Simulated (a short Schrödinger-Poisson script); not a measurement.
Stack: symmetric double-gate stack, SiO2 on p-type Si(111), at 77 K.

| layer | material | thickness (nm) | Na (cm⁻³) |
|---|---|---|---|
| 1 | SiO2 | 3.4 | - |
| 2 | Si | 10 | 3e15 |
| 3 | SiO2 | 3.4 | - |

Constants are typed, rounded textbook-type inputs, not results; the design itself was drawn at random and stands for no fabricated device. SiO2: permittivity 3.9, conduction-band edge (eV) 3.15, gap (eV) 9, electron mass (mₑ) 0.5. Si: permittivity 11.7, conduction-band edge (eV) 0, gap (eV) 1.124, Nv at 300 K (cm⁻³) 3.1e19.

Channel valleys (confinement mass, in-plane density-of-states mass, number): Δ6 0.258, 0.358, 6. At the gates, both at one voltage, the conduction-band edge of layer 1 lies 3.71 eV − eVg above the Fermi level of the channel. Gaps are held at their typed values at every temperature. Mesh 0.03 nm at interfaces.

From a short Schrödinger-Poisson script (our own, NumPy): 1D Poisson equation in equilibrium, electrons quantum, Hartree (BenDaniel-Duke, 12 states a valley, the channel's in-plane mass for all, wave functions free to enter the dielectric), parabolic valleys, classical holes, full ionisation, no traps, pinning or gate leakage.

Only gate voltages with over 1e8 electrons/cm² are shown.

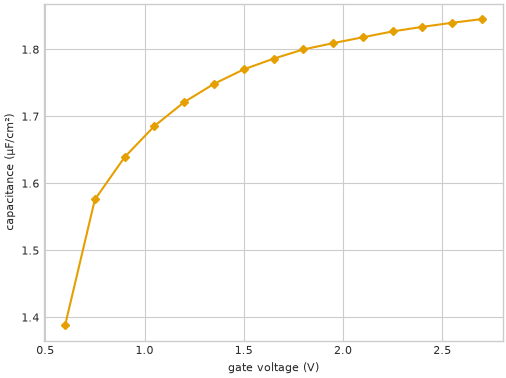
Quasi-static capacitance against gate voltage

```csv
Vg (V),electrons (cm⁻²),C (μF/cm²),Δ6 E0 (meV),Δ6 E1 (meV)
0.6,4.37e11,1.39,17.1,53.8
0.75,1.85e12,1.58,6.8,37.2
0.9,3.36e12,1.64,2.1,27.2
1.05,4.92e12,1.69,-1.1,19.9
1.2,6.51e12,1.72,-3.4,14.4
1.35,8.14e12,1.75,-5.3,10.1
1.5,9.78e12,1.77,-6.8,6.7
1.65,1.14e13,1.79,-8.1,3.8
1.8,1.31e13,1.80,-9.2,1.4
1.95,1.48e13,1.81,-10.2,-0.8
2.1,1.65e13,1.82,-11.2,-2.7
2.25,1.82e13,1.83,-12.1,-4.4
2.4,1.99e13,1.83,-13.0,-6.1
2.55,2.17e13,1.84,-13.9,-7.6
2.7,2.34e13,1.85,-14.8,-9.0
```

Subbands count from the Fermi level. The capacitance is that of both gates.
